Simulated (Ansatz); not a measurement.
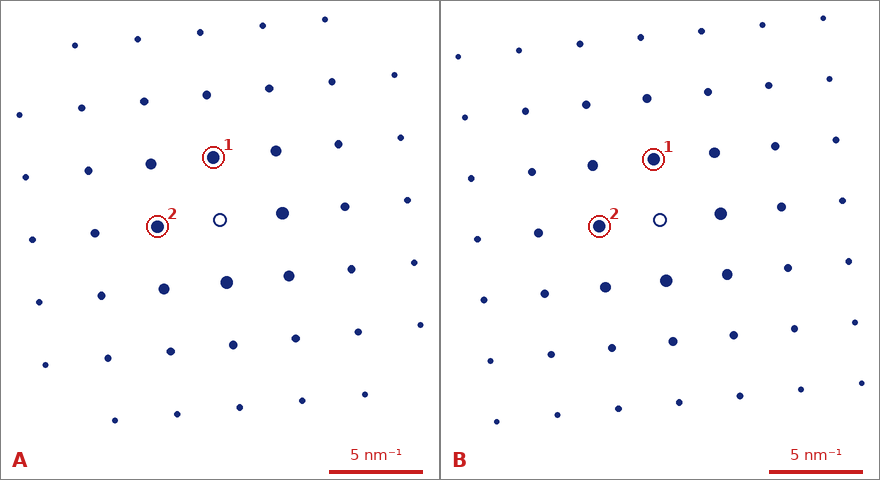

Kinematic electron diffraction patterns (120 kV, B = 0.5 Å², same scale) along [110] of the run's own cell, for the start and the end of one relaxation of Rb2Si with DFT PBE, scalar-relativistic, plane waves, PAW (Ansatz 0.2.0). k mesh 16×16×16. The start is a generated model structure, and the relaxation ends in the nearest stationary point of its symmetry, not necessarily the ground state. Spot 1 is -1 1 0 and spot 2 is 0 0 1 in both.

Start structure:

```
Rb Si
1.0
    -2.14343    2.14343    7.18621
     2.14343   -2.14343    7.18621
     2.14343    2.14343   -7.18621
Rb Si
2 1
Direct
  0.63449 0.63449 0.00000
  0.36551 0.36551 0.00000
  0.00000 0.00000 0.00000
```

Which pattern belongs to the start structure, and which to the relaxed one?

B is the start: its cell gives d(1) = 3.031 Å, d(2) = 3.031 Å and an angle of 90.0°. A is the relaxed structure, with d(1) = 2.948 Å (-2.8 %), d(2) = 2.948 Å (-2.8 %) and 90.0°.

Summarise the relaxation behind the change.

The volume changed by +10.3 % to 48.54 Å³ an atom; with the mean shift removed, the atoms moved by up to 0.22 Å relative to the cell (Rb most); the space group stayed I4/mmm (No. 139); the free energy fell by 7.2 meV an atom. Relaxed cell: a = 8.883 Å, b = 8.883 Å, c = 8.883 Å, α = 152.86°, β = 152.86°, γ = 38.76°.
